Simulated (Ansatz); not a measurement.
## BH4SClO: nudged elastic band (part 1 of 2)

- system: BH4SClO
- method: RKS B3LYP-D4/6-31G* (Ansatz 0.2.0)

The run did not end well. It belongs to a series of runs on one base structure; here: band between the two ends.

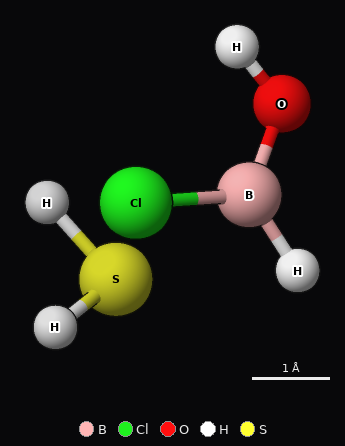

**Figure 1.** The starting structure (ball-and-stick view, seen at a tilt). Bond lengths as drawn: B–Cl 1.79 Å, B–H 1.19 Å, B–O 1.34 Å, H–O 0.97 Å and H–S 1.35 Å.

### The input
```yaml
crystal:
  periodic: [false, false, false]
  atoms:
    - { symbol: B, position_ang: [-0.078605, -0.468215, -0.120856] }
    - { symbol: Cl, position_ang: [-0.043477, -1.151488, 1.537664] }
    - { symbol: O, position_ang: [1.022958, -0.474674, -0.8904] }
    - { symbol: H, position_ang: [1.803085, -0.836276, -0.440327] }
    - { symbol: H, position_ang: [-1.107576, -0.072569, -0.5563] }
    - { symbol: S, position_ang: [0.104021, 2.683245, 1.111486] }
    - { symbol: H, position_ang: [1.319031, 2.680437, 1.698932] }
    - { symbol: H, position_ang: [-0.498235, 2.16444, 2.203101] }
basis:
  gaussian: { orbitals: "6-31G*" }
hamiltonian:
  xc: b3lyp
  dispersion: d4
neb:
  order_check: false
  images: 7
  f_tol: 0.05
  max_iterations: 48
  final_atoms:
    - { symbol: B, position_ang: [0.2602284, 0.5284078, -0.40990452] }
    - { symbol: Cl, position_ang: [-0.82972451, -0.20689744, 3.48225667] }
    - { symbol: O, position_ang: [1.50642085, 0.04374715, -0.61819132] }
    - { symbol: H, position_ang: [1.50378191, -0.74699289, -1.1776557] }
    - { symbol: H, position_ang: [-0.7258646, 0.04179667, -0.87349122] }
    - { symbol: S, position_ang: [0.04259419, 2.0091101, 0.63850159] }
    - { symbol: H, position_ang: [1.34587712, 2.18476918, 0.95214188] }
    - { symbol: H, position_ang: [-0.58211136, 0.67095943, 2.54964262] }
  initial_path:
    images:
      - { positions_ang: [[-0.078605, -0.468215, -0.120856], [-0.043477, -1.151488, 1.537664], [1.022958, -0.474674, -0.8904], [1.803085, -0.836276, -0.440327], [-1.107576, -0.072569, -0.5563], [0.104021, 2.683245, 1.111486], [1.319031, 2.680437, 1.698932], [-0.498235, 2.16444, 2.203101]] }
      - { positions_ang: [[-0.05981347, -0.35241842, -0.08889388], [-0.04144633, -0.85347617, 1.70732093], [1.07408145, -0.36714383, -0.83770854], [1.72972194, -0.87855207, -0.53291541], [-1.08693618, -0.05348172, -0.56800892], [0.10997861, 2.53301668, 0.99777358], [1.15487803, 2.54448609, 1.76153549], [-0.35926206, 1.95246943, 2.10419674]] }
      - { positions_ang: [[-0.04102193, -0.23662183, -0.05693176], [-0.03941566, -0.55546434, 1.87697786], [1.12520491, -0.25961367, -0.78501708], [1.65635889, -0.92082813, -0.62550382], [-1.06629635, -0.03439443, -0.57971784], [0.11593621, 2.38278835, 0.88406116], [0.99072506, 2.40853518, 1.82413899], [-0.22028912, 1.74049887, 2.00529248]] }
      - { positions_ang: [[-0.0222304, -0.12082525, -0.02496963], [-0.03738499, -0.25745251, 2.0466348], [1.17632836, -0.1520835, -0.73232561], [1.58299583, -0.9631042, -0.71809223], [-1.04565653, -0.01530715, -0.59142676], [0.12189382, 2.23256003, 0.77034874], [0.82657209, 2.27258427, 1.88674248], [-0.08131618, 1.5285283, 1.90638821]] }
      - { positions_ang: [[-0.00343887, -0.00502867, 0.00699249], [-0.03535433, 0.04055932, 2.21629173], [1.22745181, -0.04455333, -0.67963415], [1.50963277, -1.00538026, -0.81068063], [-1.0250167, 0.00378014, -0.60313568], [0.12785143, 2.08233171, 0.65663632], [0.66241912, 2.13663336, 1.94934598], [0.05765676, 1.31655774, 1.80748395]] }
      - { positions_ang: [[0.06247795, 0.12833045, -0.09723177], [-0.23394687, -0.02130487, 2.53278297], [1.29719407, -0.02247821, -0.66427344], [1.50817006, -0.94078342, -0.9024244], [-0.95022868, 0.01328427, -0.67072457], [0.10653712, 2.06402631, 0.65210264], [0.83328362, 2.14866731, 1.70004495], [-0.10228527, 1.15515816, 1.99302362]] }
      - { positions_ang: [[0.12839477, 0.26168956, -0.20145602], [-0.43253942, -0.08316906, 2.8492742], [1.36693633, -0.00040309, -0.64891274], [1.50670734, -0.87618658, -0.99416817], [-0.87544065, 0.0227884, -0.73831345], [0.08522281, 2.04572091, 0.64756896], [1.00414812, 2.16070127, 1.45074393], [-0.2622273, 0.99375859, 2.17856329]] }
      - { positions_ang: [[0.19431159, 0.39504868, -0.30568027], [-0.63113196, -0.14503325, 3.16576544], [1.43667859, 0.02167203, -0.63355203], [1.50524462, -0.81158973, -1.08591194], [-0.80065263, 0.03229254, -0.80590234], [0.0639085, 2.02741551, 0.64303528], [1.17501262, 2.17273522, 1.20144291], [-0.42216933, 0.83235901, 2.36410295]] }
      - { positions_ang: [[0.2602284, 0.5284078, -0.40990452], [-0.82972451, -0.20689744, 3.48225667], [1.50642085, 0.04374715, -0.61819132], [1.50378191, -0.74699289, -1.1776557], [-0.7258646, 0.04179667, -0.87349122], [0.04259419, 2.0091101, 0.63850159], [1.34587712, 2.18476918, 0.95214188], [-0.58211136, 0.67095943, 2.54964262]] }
```

Run on 1 thread of Intel Xeon @ 2.50GHz (Skylake/Cascade Lake), 32 GiB of memory available, shared host.

Command:
```bash
ansatz run input.yaml --threads 1 --pin off --max-ram 2048MiB --backend cpu --events-out ev --progress --plain --runs-dir out
```

### What the program printed
```
Engine: ansatz 0.2.0, x86_64-unknown-linux-gnu
Functional definition: B3LYP
  parameter a0 = 0.2
  parameter ax = 0.72
  parameter ac = 0.81
  exchange = (1 - a0 - ax)*slater_x + ax*b88_x + a0*exact_x
  correlation = (1 - ac)*vwn_rpa_c + ac*lyp_c
803 factors; integrals over basis functions are off by at most 5.3e-4 eV
mean field evaluation 1: about -26145.0767 eV, gradient 4.5e1 eV
mean field evaluation 2: about -26138.4062 eV, gradient 7.6e1 eV
mean field evaluation 4: about -26148.6853 eV, gradient 1.5e0 eV
mean field evaluation 8: about -26148.7051 eV, gradient 8.9e-2 eV
mean field evaluation 16: about -26148.7051 eV, gradient 7.3e-6 eV
mean field -26148.70512952 eV, -960.9471892811 hartree, gradient 7.3e-6 eV, S^2 0.000000; 0 other end points of the search recorded, 0 dependent functions left out
the calculation of the forces begins
reference -26148.70536344 eV, -960.9471978774 hartree; 25, 25 occupied and 51, 51 virtual orbitals, 803 factors
797 factors; integrals over basis functions are off by at most 6.8e-4 eV
mean field evaluation 32: about -26148.4815 eV, gradient 3.5e-5 eV
mean field -26148.48147874 eV, -960.9389702663 hartree, gradient 3.5e-5 eV, S^2 0.000000; 0 other end points of the search recorded, 0 dependent functions left out
[... from here on the field's lines of each further geometry are left out, up to the last ...]
NEB iter   1: max|band force component| = 7.794e0 eV/Å  barrier→ = 5.7235 eV  barrier← = 5.4927 eV  Δτ_max = 0.2000 Å  (237 SCF iters)
NEB iter   2: max|band force component| = 2.981e0 eV/Å  barrier→ = 2.9002 eV  barrier← = 2.6695 eV  Δτ_max = 0.2000 Å  (222 SCF iters)
NEB iter   3: max|band force component| = 1.330e0 eV/Å  barrier→ = 1.8687 eV  barrier← = 1.6379 eV  Δτ_max = 0.2000 Å  (197 SCF iters)
NEB iter   4: max|band force component| = 9.368e-1 eV/Å  barrier→ = 1.4893 eV  barrier← = 1.2586 eV  Δτ_max = 0.1989 Å  (191 SCF iters)
NEB iter   5: max|band force component| = 8.311e-1 eV/Å  barrier→ = 1.3456 eV  barrier← = 1.1149 eV  Δτ_max = 0.1616 Å  (196 SCF iters)
NEB iter   6: max|band force component| = 5.669e-1 eV/Å  barrier→ = 1.3268 eV  barrier← = 1.0961 eV  Δτ_max = 0.1974 Å  (196 SCF iters)
NEB iter   7: max|band force component| = 6.946e-1 eV/Å  barrier→ = 1.2450 eV  barrier← = 1.0143 eV  Δτ_max = 0.0993 Å  (199 SCF iters)
NEB iter   8: max|band force component| = 6.599e-1 eV/Å  barrier→ = 1.0671 eV  barrier← = 0.8364 eV  Δτ_max = 0.0996 Å  (195 SCF iters)
NEB iter   9: max|band force component| = 1.110e0 eV/Å  barrier→ = 1.0357 eV  barrier← = 0.8050 eV  CI = image 5  Δτ_max = 0.1007 Å  (196 SCF iters)
NEB iter  10: max|band force component| = 8.190e-1 eV/Å  barrier→ = 1.1457 eV  barrier← = 0.9150 eV  CI = image 5  Δτ_max = 0.1002 Å  (194 SCF iters)
NEB iter  11: max|band force component| = 7.013e-1 eV/Å  barrier→ = 1.2657 eV  barrier← = 1.0350 eV  CI = image 5  Δτ_max = 0.0501 Å  (197 SCF iters)
NEB iter  12: max|band force component| = 6.340e-1 eV/Å  barrier→ = 1.2297 eV  barrier← = 0.9990 eV  CI = image 5  Δτ_max = 0.0497 Å  (192 SCF iters)
NEB iter  13: max|band force component| = 4.683e-1 eV/Å  barrier→ = 1.2117 eV  barrier← = 0.9809 eV  CI = image 5  Δτ_max = 0.0498 Å  (195 SCF iters)
NEB iter  14: max|band force component| = 2.938e-1 eV/Å  barrier→ = 1.2081 eV  barrier← = 0.9774 eV  CI = image 5  Δτ_max = 0.0497 Å  (185 SCF iters)
NEB iter  15: max|band force component| = 2.938e-1 eV/Å  barrier→ = 1.2074 eV  barrier← = 0.9767 eV  CI = image 5  Δτ_max = 0.0251 Å  (182 SCF iters)
NEB iter  16: max|band force component| = 2.096e-1 eV/Å  barrier→ = 1.2072 eV  barrier← = 0.9765 eV  CI = image 5  Δτ_max = 0.0251 Å  (182 SCF iters)
NEB iter  17: max|band force component| = 1.726e-1 eV/Å  barrier→ = 1.2072 eV  barrier← = 0.9764 eV  CI = image 5  Δτ_max = 0.0503 Å  (182 SCF iters)
NEB iter  18: max|band force component| = 1.359e-1 eV/Å  barrier→ = 1.2071 eV  barrier← = 0.9764 eV  CI = image 5  Δτ_max = 0.0504 Å  (173 SCF iters)
NEB iter  19: max|band force component| = 1.917e-1 eV/Å  barrier→ = 1.2071 eV  barrier← = 0.9764 eV  CI = image 5  Δτ_max = 0.0253 Å  (171 SCF iters)
NEB iter  20: max|band force component| = 6.211e-1 eV/Å  barrier→ = 1.2071 eV  barrier← = 0.9764 eV  CI = image 5  Δτ_max = 0.0125 Å  (164 SCF iters)
NEB iter  21: max|band force component| = 5.922e-1 eV/Å  barrier→ = 1.2071 eV  barrier← = 0.9764 eV  CI = image 5  Δτ_max = 0.0250 Å  (157 SCF iters)
NEB iter  22: max|band force component| = 5.534e-1 eV/Å  barrier→ = 1.2071 eV  barrier← = 0.9764 eV  CI = image 5  Δτ_max = 0.0250 Å  (163 SCF iters)
NEB iter  23: max|band force component| = 2.062e-1 eV/Å  barrier→ = 1.2071 eV  barrier← = 0.9764 eV  CI = image 5  Δτ_max = 0.0498 Å  (160 SCF iters)
NEB iter  24: max|band force component| = 2.490e-1 eV/Å  barrier→ = 1.2071 eV  barrier← = 0.9764 eV  CI = image 5  Δτ_max = 0.1006 Å  (167 SCF iters)
NEB iter  25: max|band force component| = 2.591e-1 eV/Å  barrier→ = 1.2071 eV  barrier← = 0.9764 eV  CI = image 5  Δτ_max = 0.0997 Å  (165 SCF iters)
NEB iter  26: max|band force component| = 2.066e-1 eV/Å  barrier→ = 1.2071 eV  barrier← = 0.9764 eV  CI = image 5  Δτ_max = 0.0502 Å  (167 SCF iters)
NEB iter  27: max|band force component| = 4.872e-1 eV/Å  barrier→ = 1.2071 eV  barrier← = 0.9764 eV  CI = image 5  Δτ_max = 0.0250 Å  (159 SCF iters)
NEB iter  28: max|band force component| = 2.797e-1 eV/Å  barrier→ = 1.2071 eV  barrier← = 0.9764 eV  CI = image 5  Δτ_max = 0.0500 Å  (159 SCF iters)
NEB iter  29: max|band force component| = 3.920e-1 eV/Å  barrier→ = 1.2071 eV  barrier← = 0.9764 eV  CI = image 5  Δτ_max = 0.0250 Å  (165 SCF iters)
NEB iter  30: max|band force component| = 8.964e-2 eV/Å  barrier→ = 1.2071 eV  barrier← = 0.9764 eV  CI = image 5  Δτ_max = 0.0500 Å  (161 SCF iters)
NEB iter  31: max|band force component| = 1.184e-1 eV/Å  barrier→ = 1.2071 eV  barrier← = 0.9764 eV  CI = image 5  Δτ_max = 0.0250 Å  (168 SCF iters)
NEB iter  32: max|band force component| = 2.323e-1 eV/Å  barrier→ = 1.2071 eV  barrier← = 0.9764 eV  CI = image 5  Δτ_max = 0.0250 Å  (159 SCF iters)
NEB iter  33: max|band force component| = 3.222e-1 eV/Å  barrier→ = 1.2071 eV  barrier← = 0.9764 eV  CI = image 5  Δτ_max = 0.0502 Å  (163 SCF iters)
NEB iter  34: max|band force component| = 5.266e-1 eV/Å  barrier→ = 1.2071 eV  barrier← = 0.9764 eV  CI = image 5  Δτ_max = 0.1024 Å  (163 SCF iters)
NEB iter  35: max|band force component| = 8.102e-1 eV/Å  barrier→ = 1.2071 eV  barrier← = 0.9764 eV  CI = image 5  Δτ_max = 0.0500 Å  (158 SCF iters)
NEB iter  36: max|band force component| = 4.152e-1 eV/Å  barrier→ = 1.2071 eV  barrier← = 0.9764 eV  CI = image 5  Δτ_max = 0.1016 Å  (165 SCF iters)
NEB iter  37: max|band force component| = 4.202e-1 eV/Å  barrier→ = 1.2071 eV  barrier← = 0.9764 eV  CI = image 5  Δτ_max = 0.0501 Å  (165 SCF iters)
NEB iter  38: max|band force component| = 2.698e-1 eV/Å  barrier→ = 1.2071 eV  barrier← = 0.9764 eV  CI = image 5  Δτ_max = 0.1007 Å  (164 SCF iters)
NEB iter  39: max|band force component| = 2.895e-1 eV/Å  barrier→ = 1.2071 eV  barrier← = 0.9764 eV  CI = image 5  Δτ_max = 0.2000 Å  (164 SCF iters)
NEB iter  40: max|band force component| = 2.124e-1 eV/Å  barrier→ = 1.2071 eV  barrier← = 0.9764 eV  CI = image 5  Δτ_max = 0.2000 Å  (160 SCF iters)
NEB iter  41: max|band force component| = 2.285e-1 eV/Å  barrier→ = 1.2071 eV  barrier← = 0.9764 eV  CI = image 5  Δτ_max = 0.2000 Å  (155 SCF iters)
NEB iter  42: max|band force component| = 4.836e-1 eV/Å  barrier→ = 1.2071 eV  barrier← = 0.9764 eV  CI = image 5  Δτ_max = 0.1004 Å  (155 SCF iters)
NEB iter  43: max|band force component| = 4.765e-1 eV/Å  barrier→ = 1.2071 eV  barrier← = 0.9764 eV  CI = image 5  Δτ_max = 0.1005 Å  (157 SCF iters)
NEB iter  44: max|band force component| = 2.887e-1 eV/Å  barrier→ = 1.2071 eV  barrier← = 0.9764 eV  CI = image 5  Δτ_max = 0.1999 Å  (158 SCF iters)
NEB iter  45: max|band force component| = 4.287e-1 eV/Å  barrier→ = 1.2071 eV  barrier← = 0.9764 eV  CI = image 5  Δτ_max = 0.0985 Å  (153 SCF iters)
NEB iter  46: max|band force component| = 3.742e-1 eV/Å  barrier→ = 1.2071 eV  barrier← = 0.9764 eV  CI = image 5  Δτ_max = 0.0992 Å  (156 SCF iters)
NEB iter  47: max|band force component| = 3.895e-1 eV/Å  barrier→ = 1.2071 eV  barrier← = 0.9764 eV  CI = image 5  Δτ_max = 0.1004 Å  (157 SCF iters)
the calculation of the forces begins
reference -26148.26677573 eV, -960.9310800764 hartree; 25, 25 occupied and 51, 51 virtual orbitals, 804 factors
these checks for a lower state are left out or cut short: starts, cluster_reference, orbital_swaps, neighbouring_geometries, increment
802 factors; integrals over basis functions are off by at most 6.7e-4 eV
mean field -26148.45971803 eV, -960.9381705749 hartree, gradient 1.3e-5 eV, S^2 0.000000; 0 other end points of the search recorded, 0 dependent functions left out
the calculation of the forces begins
reference -26148.45995955 eV, -960.9381794507 hartree; 25, 25 occupied and 51, 51 virtual orbitals, 802 factors
NEB iter  48: max|band force component| = 5.328e-1 eV/Å  barrier→ = 1.2071 eV  barrier← = 0.9764 eV  CI = image 5  Δτ_max = 0.1000 Å  (155 SCF iters)
```

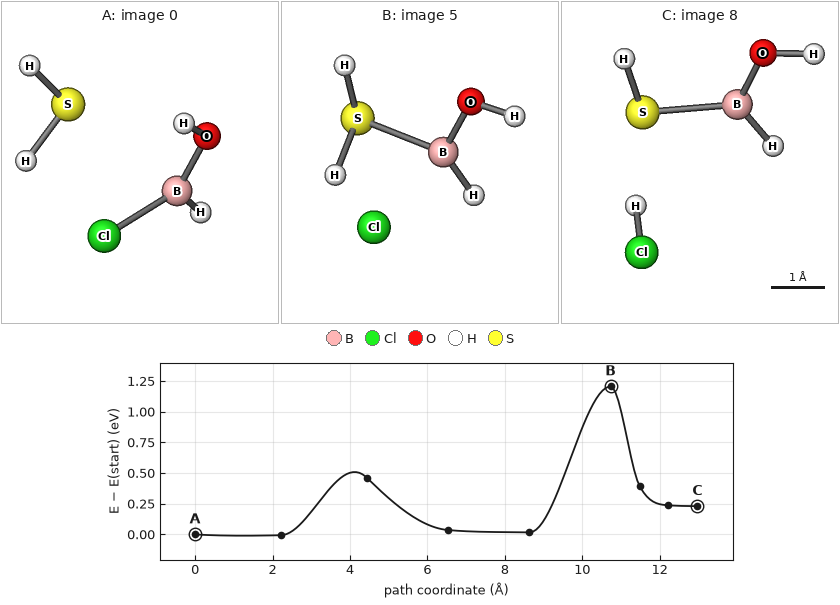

**Figure 2.** Images of the last band (counted from 0; ball-and-stick, seen at a tilt) above the energy along the path; the line is a cubic interpolation that uses the forces. The highest image is number 5, 1.207 eV above the start and 0.976 eV above the end (the climbing image); the end lies 0.231 eV above the start. The path is 12.97 Å long. The band had not converged after 48 iterations.
